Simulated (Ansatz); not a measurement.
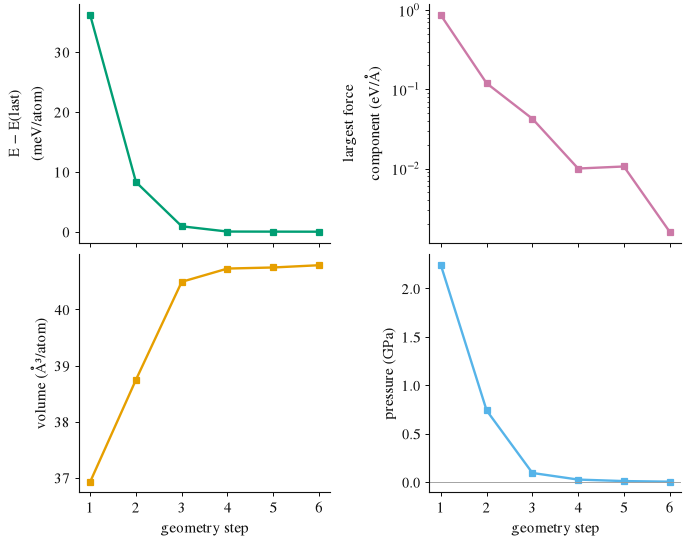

History of a geometry optimisation. Atoms and cell relax. A closing SCF on a freshly chosen basis isn't drawn.

```
crystal:
  lattice:
    - [2.865567, 4.963307, 0.0]
    - [-2.865567, 4.963307, 0.0]
    - [0.0, -3.308868, 9.087682]
  atoms:
    - { symbol: K, position: [0.3891, 0.3891, 0.1673] }
    - { symbol: K, position: [0.6109, 0.6109, 0.8327] }
    - { symbol: Hg, position: [0.0, 0.0, 0.0] }
    - { symbol: Ge, position: [0.0883, 0.0883, 0.2649] }
    - { symbol: Ge, position: [0.9117, 0.9117, 0.7351] }
    - { symbol: K, position: [0.208, 0.208, 0.624] }
    - { symbol: K, position: [0.792, 0.792, 0.376] }
  symmetry: { tolerance: 0.0003 }
kpoints:
  mp_grid: { grid: [4, 4, 4], shift: [0, 0, 0] }
magnetization:
  spin_polarized: false
scf:
  occupations: { method: fermi_dirac }
hamiltonian:
  pseudopotentials: { kind: paw }
  xc: pbe
  dispersion: d4
basis:
  ecutwfc: 420
output:
  forces: true
  stress: true
  eigenvalues: true
relax:
  max_steps: 40
  cell: {}
```

Command:
```bash
ansatz run input.yaml --threads 1 --pin off --max-ram 2560MiB --backend cpu --events-out ev --progress --plain --runs-dir out
```

> How did it end, and what did it gain?

The optimisation met its thresholds at geometry 6, counting the start as the first. The energy fell by about 36 meV/atom from the first step to the last. The largest force component goes from about 0.86 eV/Å at the start to 1.6 × 10⁻³ eV/Å at the end.

> What happens to the cell?

The volume grows from 36.9 to 40.8 Å³ per atom (+10 %), as the pressure goes from 2.2 GPa to about 0 GPa. The start was compressed.
